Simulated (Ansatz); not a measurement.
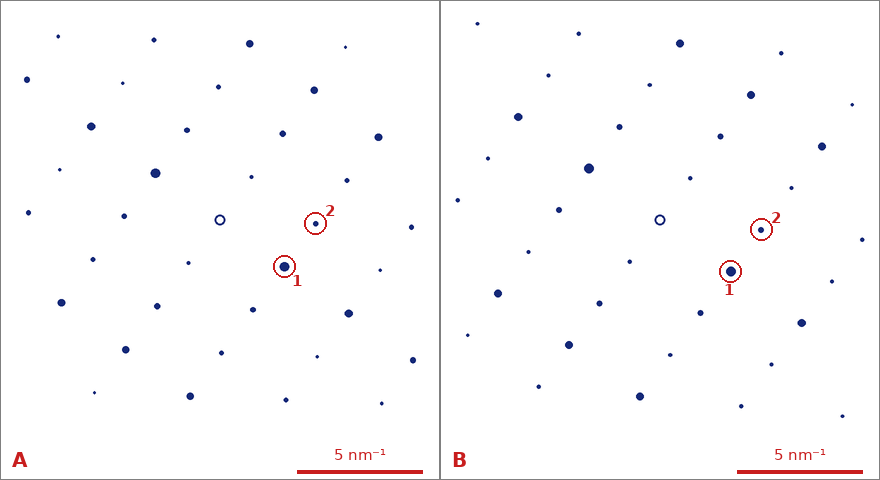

Kinematic electron diffraction patterns (120 kV, B = 0.5 Å², same scale) along [1-10] of the run's own cell, for the start and the end of one relaxation of Tl2B with DFT PBE, scalar-relativistic, plane waves, PAW in Ansatz. k mesh 10×10×10. The start is a generated model structure, and the relaxation ends in the nearest stationary point of its symmetry, not necessarily the ground state. Spot 1 is -1 -1 1 and spot 2 is -1 -1 0 in both.

Start structure:

```
Tl B
1.0
    -3.40192    3.40192    2.83176
     3.40192   -3.40192    2.83176
     3.40192    3.40192   -2.83176
Tl B
4 2
Direct
  0.66700 0.16700 0.83400
  0.16700 0.33300 0.50000
  0.33300 0.83300 0.16600
  0.83300 0.66700 0.50000
  0.25000 0.25000 0.00000
  0.75000 0.75000 0.00000
```

Q: Which pattern belongs to the start structure, and which to the relaxed one?

A: B is the start: its cell gives d(1) = 2.832 Å, d(2) = 2.440 Å and an angle of 30.5°. A is the relaxed structure, with d(1) = 3.118 Å (+10.1 %), d(2) = 2.589 Å (+6.1 %) and 33.9°.

Q: What did the relaxation do to the structure and the energy?

A: The volume changed by +2.8 % to 22.46 Å³ an atom; with the mean shift removed, the atoms moved by up to 0.11 Å relative to the cell (Tl most); the space group stayed I4/mcm (No. 140); the free energy fell by 8.9 meV an atom. Relaxed cell: a = 5.597 Å, b = 5.597 Å, c = 5.597 Å, α = 108.08°, β = 108.08°, γ = 112.30°.
